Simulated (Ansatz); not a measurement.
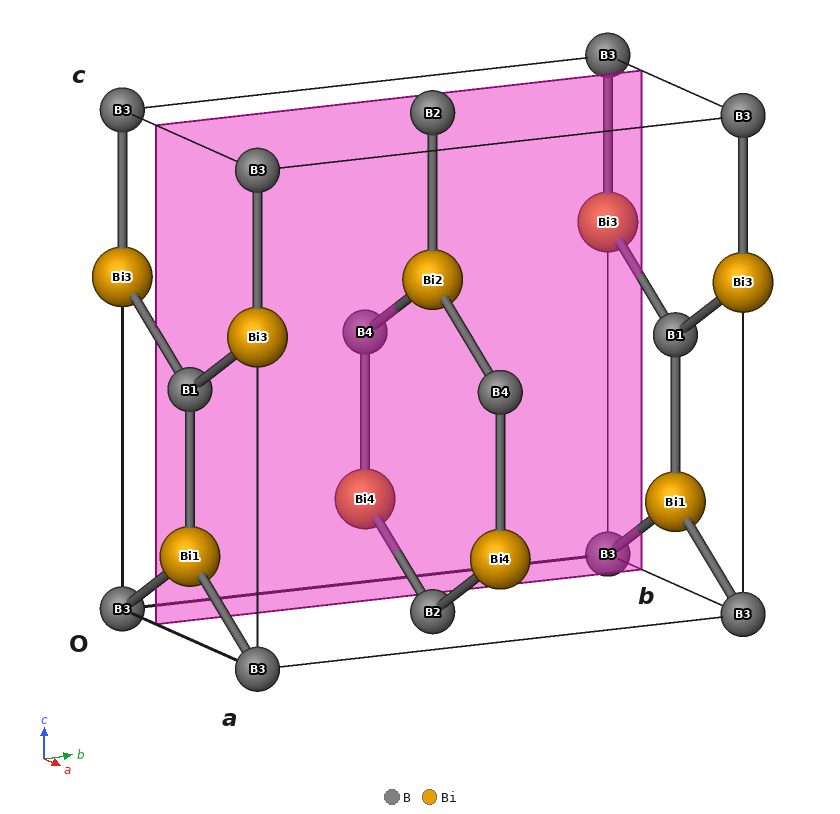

Crystal: BiB, the input geometry of an electronic-structure calculation (not necessarily at equilibrium); the starting structure was generated, so it need not be a known form of this composition. The shaded plane is a symmetry element of the crystal. The drawing is computed from the coordinates (standard cell, symmetry found to 0.002 Å).

a = 3.917 Å, b = 7.072 Å, c = 6.663 Å, α = 90.00°, β = 90.00°, γ = 90.00°.

```json
{"atom": "B1", "x": "0.5000", "y": "0.0000", "z": "0.5006"}
{"atom": "Bi1", "x": "0.5000", "y": "0.0000", "z": "0.1661"}
{"atom": "B2", "x": "0.5000", "y": "0.5000", "z": "0.0006"}
{"atom": "Bi2", "x": "0.5000", "y": "0.5000", "z": "0.6661"}
{"atom": "B3", "x": "0.0000", "y": "0.0000", "z": "0.0006"}
{"atom": "Bi3", "x": "0.0000", "y": "0.0000", "z": "0.6661"}
{"atom": "B4", "x": "0.0000", "y": "0.5000", "z": "0.5006"}
{"atom": "Bi4", "x": "0.0000", "y": "0.5000", "z": "0.1661"}
```

> Is it a mirror or a glide plane, and what is the operation?

It is a glide plane with glide vector (0, 0, 1/2) (a double, e, glide plane: the centring adds the glide (0, −1/2, 0)), parallel to (1 0 0), through (1/4, 1/2, 1/2): x, y, z → −x+1/2, y, z+1/2.

> Onto which atom does it carry each atom (up to whole multiples of a, b and c)?

B1 → B3, Bi1 → Bi3, B2 → B4, Bi2 → Bi4, B3 → B1, Bi3 → Bi1, B4 → B2, Bi4 → Bi2.
